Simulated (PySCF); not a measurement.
```yaml
atoms:
  - { symbol: P, position_ang: [0.0000, 0.0000, -0.4589] }
  - { symbol: N, position_ang: [0.0000, 0.0000, 1.0151] }
```

The calculation used PBE0/def2-TZVPPD, non-relativistic Hamiltonian with scalar-relativistic core potentials where named, at a bond length of 1.474 Å (PySCF).

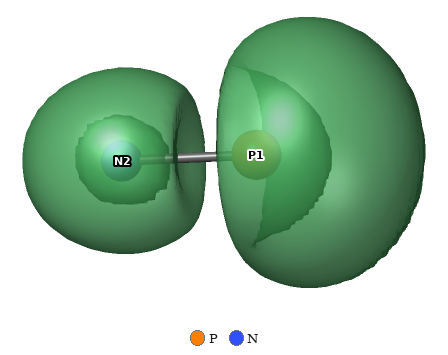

PN (charge +1, doublet). Isosurface of the electron localisation function at 0.75 (green), seen from one side. Only the valence region is drawn (cores and ρ < 0.01 e/Å³ removed).

Identify the bonds, lone pairs and shells in this picture.

Answer. At this value the surface marks out one lobe on P, pointing away from the bonds (non-bonding electrons) and one region wrapped around N (its valence shell). Along the contacts the grid gives the following. P–N (1.47 Å): the ELF peaks at about 0.80 between the atoms: a polar covalent bond.
